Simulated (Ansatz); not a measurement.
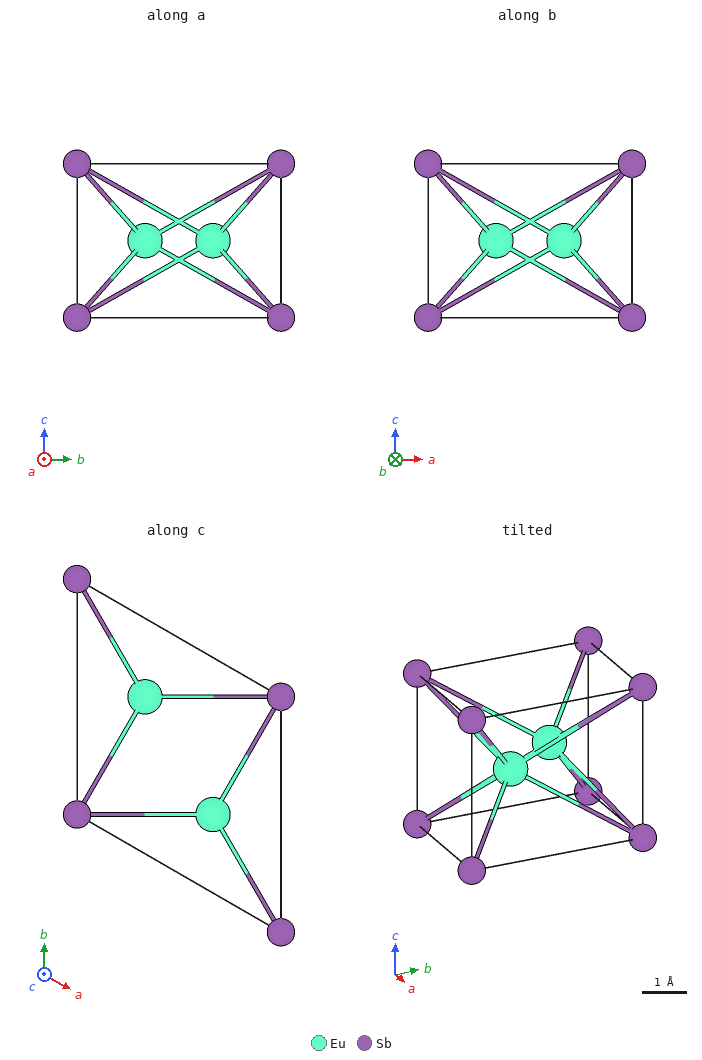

Drawn in the ball-and-stick manner and seen along the a axis, along the b axis, along the c axis and slightly off an axis. The conventional unit cell is outlined; an atom on or near a face, edge or corner is repeated at each equivalent position.

Lattice parameters: a = 5.3968 Å, b = 5.3968 Å, c = 3.5265 Å, α = 90.000°, β = 90.000°, γ = 120.000°.

Turn the picture into a CIF with its space group and independent sites.

```cif
data_structure
_symmetry_space_group_name_H-M 'P 6/m m m'
_symmetry_Int_Tables_number 191
_cell_length_a 5.3968
_cell_length_b 5.3968
_cell_length_c 3.5265
_cell_angle_alpha 90.000
_cell_angle_beta 90.000
_cell_angle_gamma 120.000
_cell_volume 88.95
loop_
_atom_site_label
_atom_site_type_symbol
_atom_site_symmetry_multiplicity
_atom_site_Wyckoff_symbol
_atom_site_fract_x
_atom_site_fract_y
_atom_site_fract_z
_atom_site_occupancy
Eu1 Eu 2 d 0.3333 0.6667 0.5000 1
Sb1 Sb 1 a 0.0000 0.0000 0.0000 1
```

It goes back to a structure type filled with these elements by a generator (whether the compound takes this form wasn't checked). Earlier steps of the study may have refined or changed the cell and positions. It was set up as input for a calculation with Ansatz.
